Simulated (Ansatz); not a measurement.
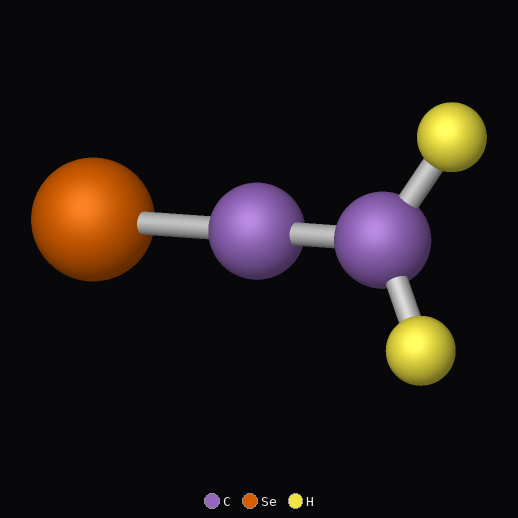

The picture shows a molecular structure as a ball-and-stick model.

**Give the formula.**

C2H2Se, 5 atoms: 2 carbon, 2 hydrogen and 1 selenium.

**Count the bonded pairs by element.**

2 C–H, 1 C–C, 1 C–Se.

The parts below concern this one geometry. Atoms keep their numbers from picture to picture. Computed geometry: PBE0-D4/def2-TZVP optimisation.

### Geometry

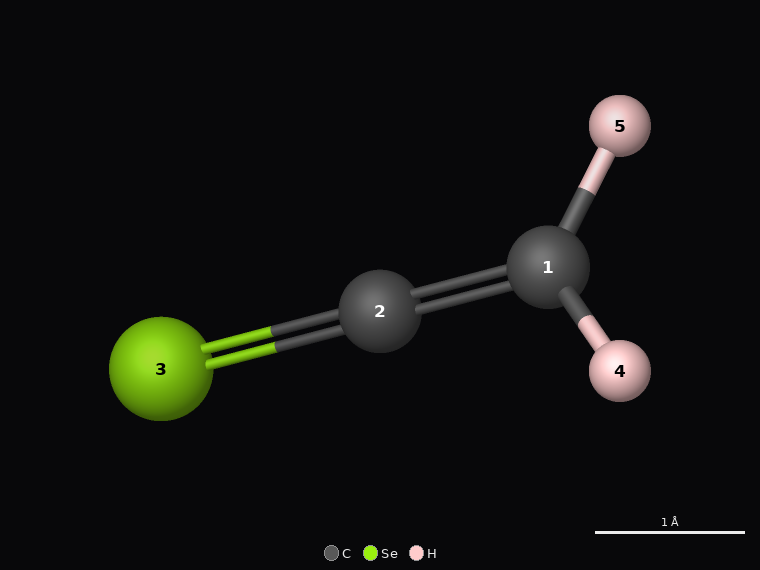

**Describe the coordination of atom 1.**

C1 has 3 neighbours (C2 at 1.30, H4 at 1.08, H5 at 1.08 Å); the arrangement is trigonal planar.

**Describe the coordination of atom 2.**

C2 has 2 neighbours (C1 at 1.30, Se3 at 1.69 Å); the arrangement is linear.

### Levels of theory compared

Program: Ansatz 0.2.0.

Compare dipole (D) at these levels: B3LYP-D4/def2-TZVPP; PBE-D4/def2-TZVPP; PBE0-D4/def2-TZVP; r2SCAN-D4/def2-TZVPP; ωB97M-V/def2-TZVPP.

| level | dipole (D) |
| --- | --- |
| B3LYP-D4/def2-TZVPP | 1.04 |
| PBE-D4/def2-TZVPP | 0.93 |
| PBE0-D4/def2-TZVP | 1.10 |
| r2SCAN-D4/def2-TZVPP | 1.09 |
| ωB97M-V/def2-TZVPP | 1.15 |

### Charges

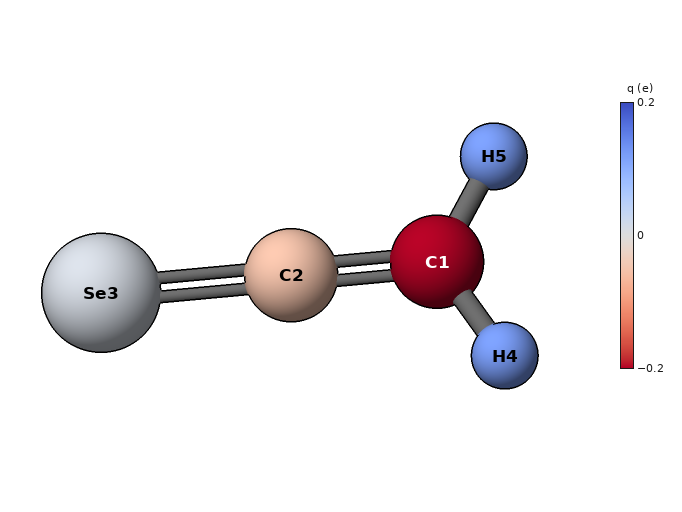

Atoms are coloured by their Mulliken charges. Properties computed with RKS PBE-D4/def2-TZVPP (Ansatz 0.2.0).

**Which atom carries the highest charge (most positive or least negative)?**

H4, H5 (0.12 e).

**And the lowest?**

C1 (−0.20 e).

List the Mulliken charges.

```tsv
atom	value (e)
C1	−0.20
C2	−0.05
Se3	0.01
H4	0.12
H5	0.12
```

### Thermal motion

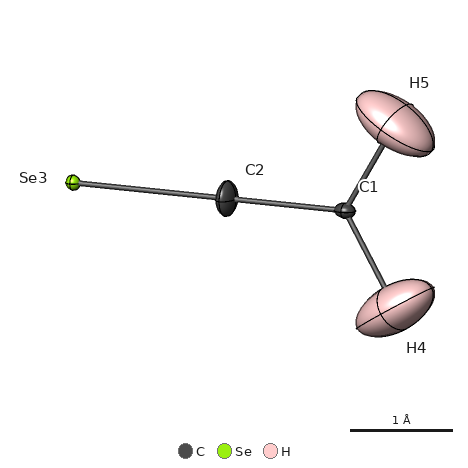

Displacement ellipsoids at the 50 % level, enlarged 2 times, from the internal vibrations of the free molecule (harmonic, no overall translation or rotation; no half-axis is drawn under 0.075 Å). Vibrations computed with RKS PBE0-D4/def2-TZVP (Ansatz 0.2.0). Temperature: 200 K.

**Which atom moves most?**

H4, H5, with U_eq = 0.0129 Å².

**Does H5 move more along its bond or across it?**

Across it: the root-mean-square amplitude is 0.075 Å along the bond and up to 0.149 Å across, since bending and torsion are softer than stretching.

Give the displacement parameters, one line for each set of equivalent atoms.

```csv
atom,U_eq (Å²),rms amplitudes (Å)
C1,0.00092,"0.024, 0.030, 0.036"
C2,0.0025,"0.031, 0.056, 0.057"
Se3,0.00004,"0.004, 0.005, 0.009"
"H4, H5",0.0129,"0.075, 0.105, 0.149"
```

Mulliken values depend strongly on the basis set and can even reverse the polarity of a bond.
